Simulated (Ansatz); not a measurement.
**Cs3Gd2LuMn3Se9: density, localisation and related maps**

Input

```
crystal:
  lattice:
    - [-6.417150512, -8.1291080025, 0.0]
    - [-6.417150512, 8.1291080025, 0.0]
    - [0.0, 0.0, -11.2076938818]
  atoms:
    - { symbol: Cs, position: [0.2592136868, 0.7435254678, 0.2502157371] }
    - { symbol: Cs, position: [0.9214999862, 0.4101254125, 0.250811638] }
    - { symbol: Cs, position: [0.5892014887, 0.0775050937, 0.248719525] }
    - { symbol: Cs, position: [0.7422458693, 0.2535304126, 0.7504818264] }
    - { symbol: Cs, position: [0.4099656586, 0.9205179593, 0.7532795771] }
    - { symbol: Cs, position: [0.0762233254, 0.5935477675, 0.7506635208] }
    - { symbol: Lu, position: [-0.002827313, -0.0008159748, 0.4977659551] }
    - { symbol: Gd, position: [0.6669251683, 0.6689917674, 0.501804425], spin: 7.0 }
    - { symbol: Gd, position: [0.333911744, 0.3338781282, 0.498020761], spin: -7.0 }
    - { symbol: Gd, position: [0.0010880283, 0.0006613486, -0.0020942231], spin: -7.0 }
    - { symbol: Gd, position: [0.6685655621, 0.6659810619, -0.0002947491], spin: -7.0 }
    - { symbol: Lu, position: [0.3341752119, 0.3329030183, 0.0030498139] }
    - { symbol: Mn, position: [0.5313300591, 0.4621192465, 0.2521442524], spin: 4.81 }
    - { symbol: Mn, position: [0.2017134933, 0.132391778, 0.2490287111], spin: 4.81 }
    - { symbol: Mn, position: [0.8684887496, 0.792687007, 0.2495084059], spin: -4.81 }
    - { symbol: Mn, position: [0.4630826186, 0.5368805994, 0.7508981125], spin: 4.81 }
    - { symbol: Mn, position: [0.1276304258, 0.2028681877, 0.7505633453], spin: 4.81 }
    - { symbol: Mn, position: [0.7967780877, 0.8682676718, 0.7507033571], spin: 4.81 }
    - { symbol: Se, position: [0.6164964379, 0.3841360601, 0.4426777971] }
    - { symbol: Se, position: [0.282573132, 0.04737514, 0.4409499357] }
    - { symbol: Se, position: [0.9478213735, 0.7146663208, 0.4439572922] }
    - { symbol: Se, position: [0.3836764615, 0.6167367351, 0.9467828033] }
    - { symbol: Se, position: [0.0517114316, 0.2847319763, 0.9437935006] }
    - { symbol: Se, position: [0.7179604813, 0.952603214, 0.9448487307] }
    - { symbol: Se, position: [0.3868879374, 0.6164061531, 0.5560616738] }
    - { symbol: Se, position: [0.047918824, 0.2853524551, 0.5532741274] }
    - { symbol: Se, position: [0.7216055315, 0.9537844239, 0.5563952934] }
    - { symbol: Se, position: [0.620074368, 0.3855249021, 0.0545694305] }
    - { symbol: Se, position: [0.2825792226, 0.0469706229, 0.0569385217] }
    - { symbol: Se, position: [0.9521348305, 0.716373339, 0.056060308] }
    - { symbol: Se, position: [0.9426355425, 0.0573028778, 0.2477768981] }
    - { symbol: Se, position: [0.6110087091, 0.7213044286, 0.2517108677] }
    - { symbol: Se, position: [0.2729374136, 0.3890223115, 0.2490078601] }
    - { symbol: Se, position: [0.0592622887, 0.945239737, 0.7505960204] }
    - { symbol: Se, position: [0.7223490136, 0.6085510932, 0.7510017961] }
    - { symbol: Se, position: [0.3878349672, 0.2742606143, 0.752169627] }
basis:
  ecutwfc: 420
kpoints:
  mp_grid: { grid: [2, 2, 2] }
hamiltonian:
  xc: pbe
  hubbard:
    sites:
      - { species: Gd, l: f, u_eff: 6.0 }
      - { species: Mn, l: d, u_eff: 3.9 }
scf:
  occupations: { method: gaussian, width: 0.02 }
  lower_state_search: "off"
output:
  forces: true
  stress: true
  eigenvalues: true
  populations: true
  hubbard: { sites: [{ species: Gd, l: f }] }
  write_density: true
  write_potential: true
  elf: true
  volumetric_format: npy
magnetization:
  spin_polarized: true
relax:
  adjacent_minimum: "off"
  f_tol: 0.03
  max_steps: 45
  cell: { stress_tol: 0.2 }
```

Command:

```sh
ansatz run input.yaml --threads 8 --pin off --max-ram 14336MiB --backend cpu --events-out ev --progress --plain --runs-dir out
```

The fields are those of the run's last geometry, not of the input's.

Hubbard U of 6 eV on Gd f and 3.9 eV on Mn d only; spin-polarised.

The calculation used Ansatz, DFT PBE+U, scalar-relativistic, plane waves, PAW.

Core electrons are frozen (PAW), and the valence fields are smoothed inside the atomic spheres.

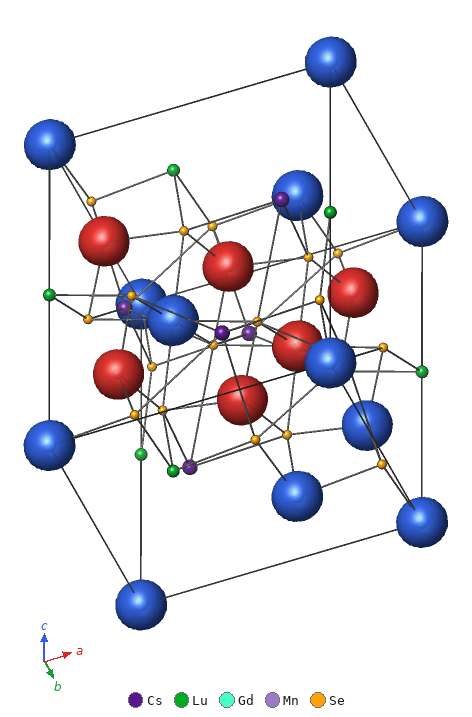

Figure 1. Isosurfaces of the spin density (up minus down) at +0.4 (red) and −0.4 e/Å³ (blue), seen at an oblique angle. Sticks mark near contacts.

> Describe the spin distribution.

The spin density sits on Gd: +7.0 μB and −7.0 μB (×3); Mn: +4.4 μB (×5) and −4.3 μB in one cell of 36 atoms. The cell of the calculation (36 atoms) carries 6.0 μB of net spin moment.

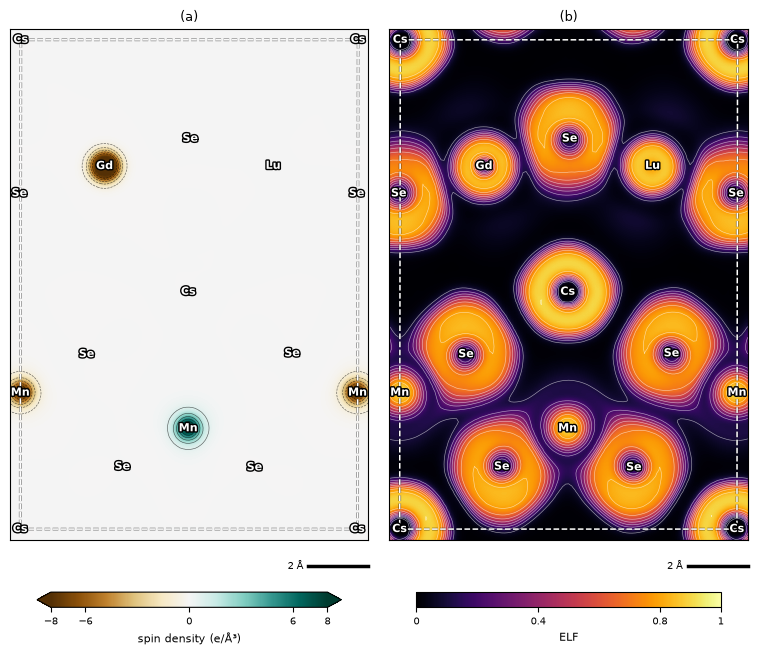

Figure 2. (a) magnetisation density (up minus down); (b) electron localisation function on the (110) plane of the calculation cell.

> Describe what can be read from this map.

- Atoms in the plane: Cs, Gd, Lu, Mn and Se.
- Mn–Se (2.54 Å): the ELF is about 0.50 at the midpoint.
- Lu–Se (2.91 Å): the ELF is about 0.35 at the midpoint.
- Gd–Se (2.98 Å): the ELF is about 0.30 at the midpoint and 0.15 at its lowest between the atoms: no shared electron pair shows on this line.
- The features right at Cs, Gd, Lu and Mn lie inside the PAW spheres, where the map follows smoothed inner orbitals and isn't to be read closely.

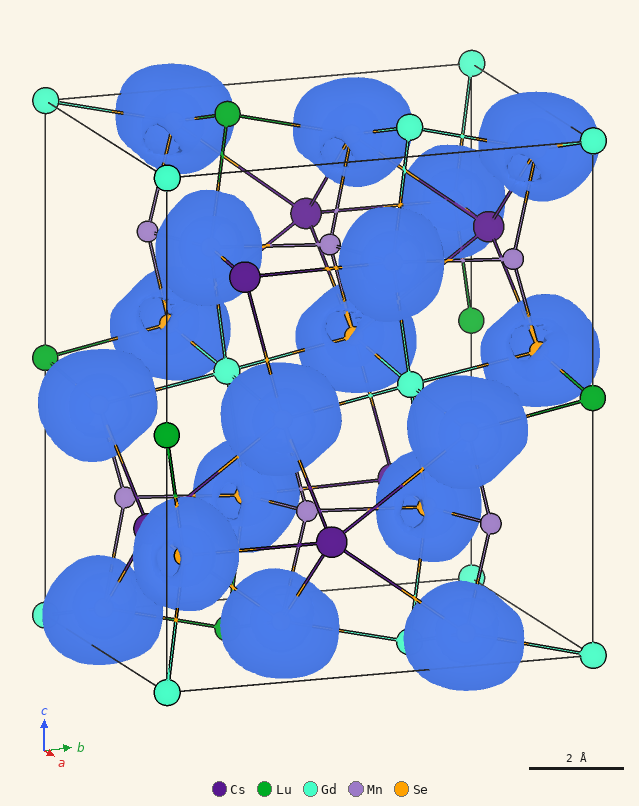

Figure 3. Isosurface of the electron localisation function at 0.75 (blue), seen slightly off an axis. Core shells and regions of very low density are left out. Sticks mark near contacts.

> What do the ELF domains correspond to?

At this value the surface marks out 18 regions wrapped around Se (the valence shell of each), counted in one cell of 36 atoms. Any copies at cell faces, edges or corners count once. Profiles from the grid: Lu–Se (2.86 Å): the ELF is about 0.40 at the midpoint.

> Does the calculation give a band gap?

It is gapped, with a Kohn–Sham gap of 1.8 eV on the k-point mesh, an upper bound to the gap of this method.
